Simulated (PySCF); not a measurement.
# CH6N2, SMILES `CNN`: electronic structure

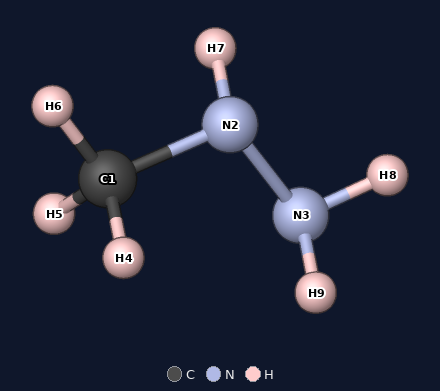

The molecule, with its atoms numbered as below. No frequency check shows the geometry to be a minimum.

Cartesian coordinates (Å):

```
C1       1.1903   -0.2173    0.0375
N2      -0.0202    0.5489   -0.1971
N3      -1.1860   -0.2669    0.1508
H4       1.2335   -1.0255   -0.6942
H5       1.2417   -0.6527    1.0428
H6       2.0429    0.4406   -0.1166
H7      -0.0449    1.3287    0.4610
H8      -1.9992    0.2945   -0.0971
H9      -1.1727   -1.0554   -0.4965
```

Part 1: Bonding charge

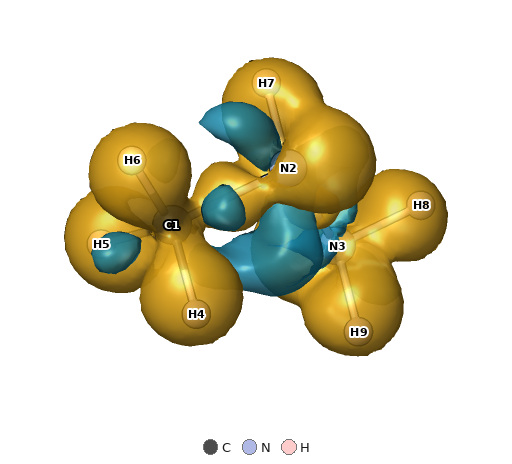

Deformation density (molecule less spherical, spin-averaged free atoms at the same positions), surfaces at ±0.1 e/Å³; yellow: gain, teal: loss.

Computed with PySCF, PBE0/def2-SVP, geometry: GFN2-xTB.

Describe the bonding that the map shows.

Answer. N2–H7: +0.85 e/Å³ at the bond critical point (bond length 1.02 Å, Mayer order 1.0). N3–H8: +0.84 e/Å³ at the bond critical point (bond length 1.02 Å, Mayer order 1.0). N3–H9: +0.83 e/Å³ at the bond critical point (bond length 1.02 Å, Mayer order 1.0). C1–H6: +0.70 e/Å³ at the bond critical point (bond length 1.09 Å, Mayer order 1.0). C1–H4: +0.70 e/Å³ at the bond critical point (bond length 1.09 Å, Mayer order 1.0). C1–H5: +0.69 e/Å³ at the bond critical point (bond length 1.10 Å, Mayer order 1.0). C1–N2: +0.35 e/Å³ at the bond critical point (bond length 1.45 Å, Mayer order 1.0). N2–N3: +0.27 e/Å³ at the bond critical point (bond length 1.47 Å, Mayer order 1.0). In all, 2.0 electrons gather in the regions of gain relative to the promolecule.

Part 2: Bond critical points

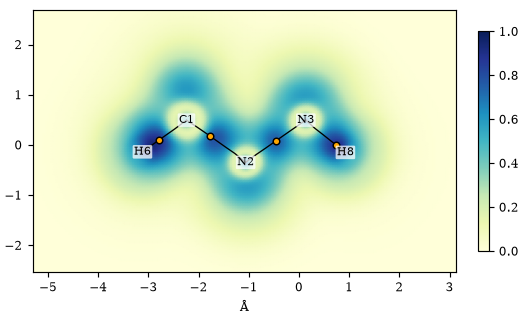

Localised orbital locator (LOL) in the plane of C1, N2, N3, H6 and H8, with bond paths and bond critical points (dots).

Rank the bonds in the plane by LOL at their critical points.

Answer. N3–H8: about 0.90; C1–H6: about 0.89; N2–N3: about 0.75; C1–N2: about 0.73. Values above 0.5 mark slow, localised electrons, as in shared pairs; low values at a critical point mark a polar or closed-shell contact whose critical point lies between the shells.

Where along N3–H8 does the critical point lie?

Answer. 0.77 Å from N3 and 0.24 Å from H8.

Part 3: Electrostatic potential

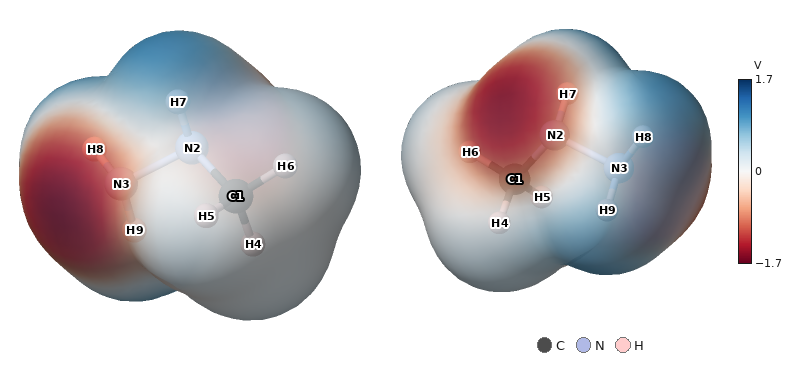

Electrostatic potential on the surface of electron density 0.001 a.u. (back view left, front view right).

Where are the extremes of the potential on the surface?

Answer. Highest: 1.06 V, 1.3 Å from H7. Further maxima include 0.46 V, 1.3 Å from H6; 0.12 V, 1.4 Å from H5. Lowest: −1.67 V, 1.9 Å from N3. Further minima include 0.05 V, 1.5 Å from H5. The surface is sampled at points, so like sites can differ by a few per cent and only the strongest of them is named.

Part 4: Removing or adding an electron

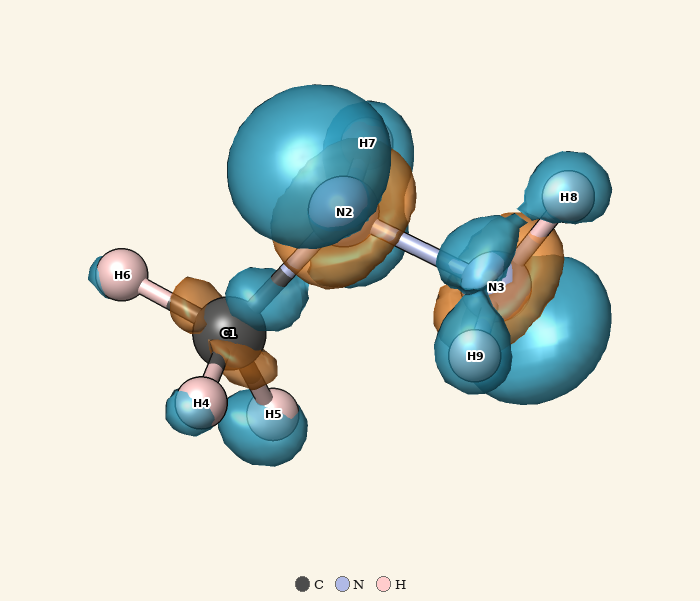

Fukui function f⁻ = ρ(N) − ρ(N−1) at fixed geometry, surfaces at ±0.05 e/Å³ (light blue positive, orange negative).

PySCF calculation, LDA (SVWN)/def2-SVPD, gas phase; geometry: GFN2-xTB.

On which atoms does the density change most on removal of an electron?

Answer. f⁻ (Hirshfeld-condensed) is largest on N2 (0.24) and N3 (0.23); the vertical ionisation energy is 8.14 eV. Condensed values hint at sites of electrophilic attack but needn't mark the atom that reacts. Shares this close don't rank the sites. Orbital relaxation makes it negative in places (0.17 e in all).

```tsv
atom	f⁻	charge
C1	+0.06	−0.09
N2	+0.24	−0.13
N3	+0.23	−0.19
H4	+0.06	+0.04
H5	+0.08	+0.02
H6	+0.06	+0.05
H7	+0.09	+0.10
H8	+0.09	+0.10
H9	+0.09	+0.10
```

Part 5: Localised orbitals

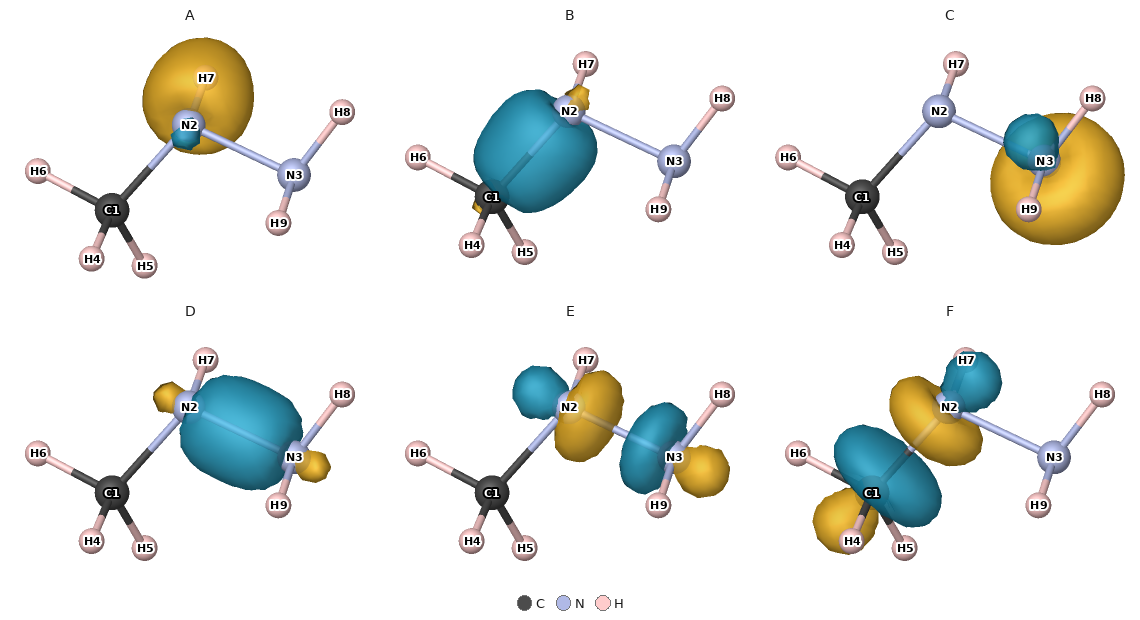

Intrinsic bond orbitals (IBO), occupied and valence-virtual; each surface holds about 70 % of the orbital's density. Energies are diagonal elements of the Fock matrix.

Computed with PySCF, PBE0/def2-TZVP, geometry: GFN2-xTB.

What does each orbital represent in a Lewis picture?

Answer. By panel:
- A: σ bond N2–H7 (N2 62 %, H7 37 %; −16.7 eV)
- B: σ bond N2–C1 (N2 57 %, C1 43 %; −17.3 eV)
- C: lone pair on N3 (sp2.7-type) (N3 100 %; −8.9 eV)
- D: σ bond N3–N2 (N3 50 %, N2 49 %; −16.9 eV)
- E: σ* orbital N2–N3 (N2 50 %, N3 49 %; 7.1 eV)
- F: σ* orbital C1–N2 (C1 57 %, N2 43 %; 9.5 eV)

How do all the valence pairs divide up?

Answer. 10 pairs: 8 σ bonds and 2 lone pairs.

Part 6: Stretching a bond

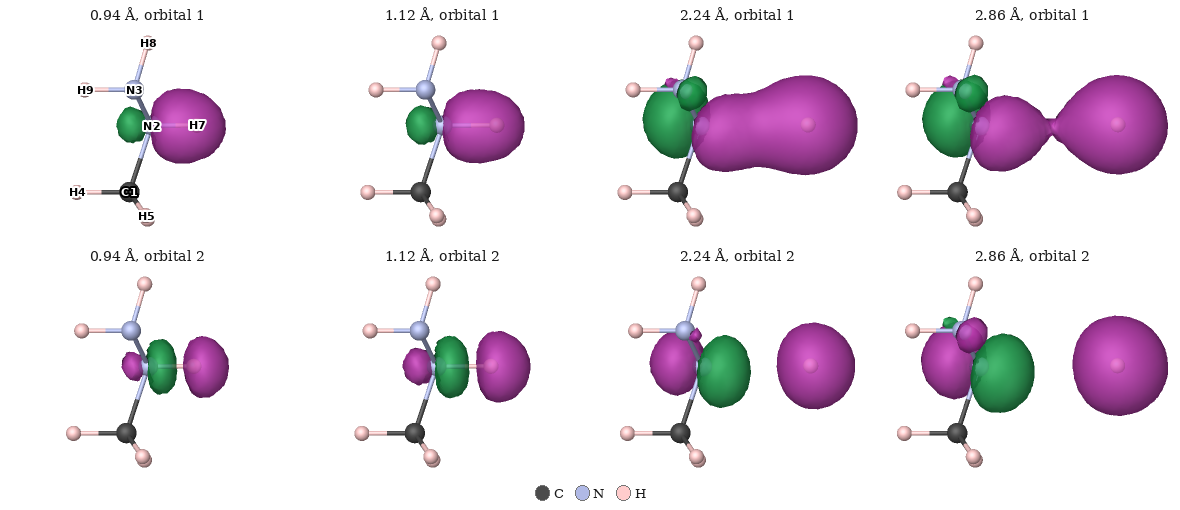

Rigid stretch of the N2–H7 bond. The two CASSCF(2,2) natural orbitals nearest half filling (orbital 1 the more occupied).

Level of theory: def2-SVP basis (PySCF), at a geometry from GFN2-xTB.

How do the occupations change along the stretch?

Answer. 0.94 Å: 1.99 and 0.01; 1.12 Å: 1.97 and 0.03; 2.24 Å: 1.43 and 0.57; 2.86 Å: 1.16 and 0.84. At the longest distance computed (2.86 Å) they are 1.16 and 0.84, and the effective number of unpaired electrons is 1.9.

Where does the UHF solution part from RHF?

Answer. Between 1.38 Å (⟨S²⟩ = 0, the two coincide) and 1.58 Å (⟨S²⟩ = 0.52); at 2.86 Å ⟨S²⟩ is 1.01 and UHF lies 4.4 eV below RHF.

How much energy does the stretch cost?

Answer. By CASSCF, 3.4 eV from the lowest point of the scan (1.02 Å) to 2.86 Å; RHF gives 7.2 eV from its own lowest point. The fragments aren't relaxed and dynamic correlation is missing, so this isn't a bond dissociation energy.

The PySCF runs shown took 5.1 s, 3.1 min, 9 s and 96 s on 1 thread of Arm Neoverse V2 (shared host).
